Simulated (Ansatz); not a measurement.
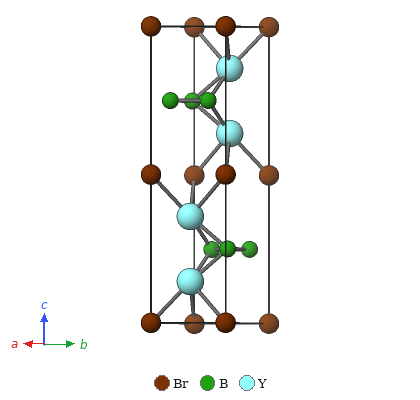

Y2B3Br, space group P6_3/mmc (No. 194), a = 3.897 Å, b = 3.897 Å, c = 15.415 Å, α = 90.00°, β = 90.00°, γ = 120.00°. Origin: coordinates from a relaxation (final pressure about -2.9 GPa) with DFT, PAW plane waves, r2scan (Ansatz 0.2.0); the starting structure was generated, so it need not be a known form of this composition. Forms under 0.4 % of the area are left out.

**What shape follows from the Bravais–Friedel–Donnay–Harker rule?**

The forms computed, by share of the surface:

| form | faces | d (Å) | share of area (%) |
| --- | --- | --- | --- |
| {002} | 2 | 7.708 | 50.9 |
| {100} | 6 | 3.375 | 24.6 |
| {101} | 12 | 3.297 | 24.6 |

The crystal is plate-like. Widths along a, b and c stand as 1.00 : 1.00 : 0.38.

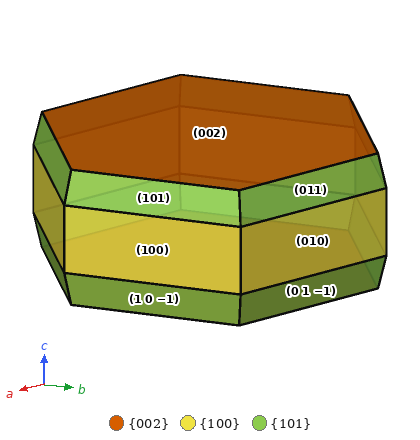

The computed shape, faces indexed. The rule is geometric and ignores bonding and growth conditions.
